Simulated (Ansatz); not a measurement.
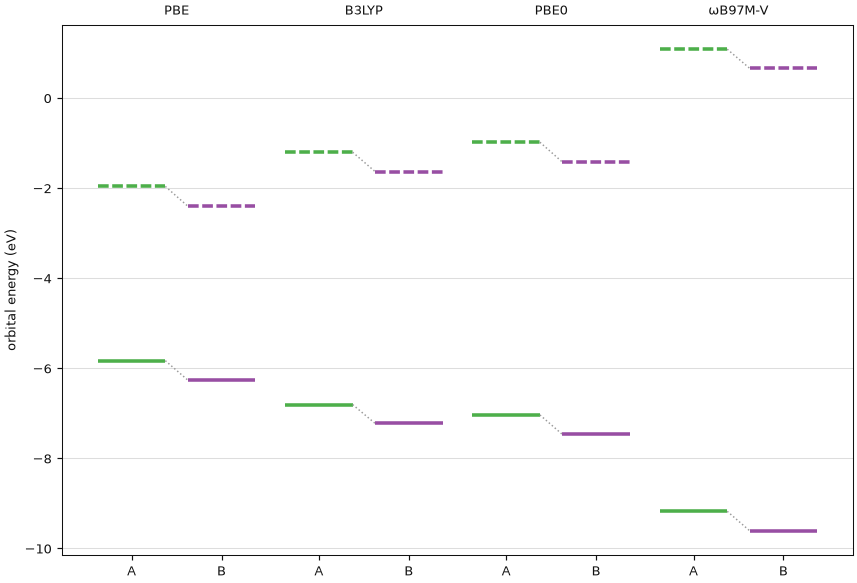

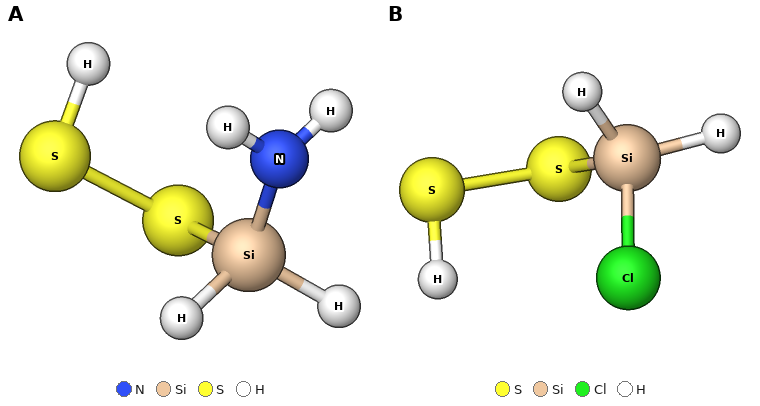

One change: A, SiNH₅S₂ (SMILES N[SiH2]SS), becomes B, SiH₃S₂Cl (SMILES SS[SiH2]Cl). NH₂ on Si is replaced by Cl. HOMO (solid) and LUMO (dashed) computed in def2-TZVPP at PBE0-D4/def2-TZVP geometries, both minima by their frequencies, gas phase, the Ansatz code. Empty levels above zero depend strongly on the basis.

Question: What does the change do to HOMO and LUMO?

Answer: PBE: the HOMO falls by 0.43 eV, the LUMO falls by 0.44 eV, and the separation goes from 3.87 to 3.86 eV. B3LYP: the HOMO falls by 0.42 eV, the LUMO falls by 0.43 eV, and the separation goes from 5.60 to 5.59 eV. PBE0: the HOMO falls by 0.43 eV, the LUMO falls by 0.44 eV, and the separation goes from 6.05 to 6.05 eV. ωB97M-V: the HOMO falls by 0.43 eV, the LUMO falls by 0.42 eV, and the separation goes from 10.26 to 10.27 eV.

Question: Do the functionals agree on the effect?

Answer: They agree on the direction for both levels; the HOMO shift lies between −0.43 and −0.42 eV and the LUMO shift between −0.44 and −0.42 eV, while the separations themselves differ by up to 6.4 eV between functionals.

Note: one conformer of each flexible molecule.
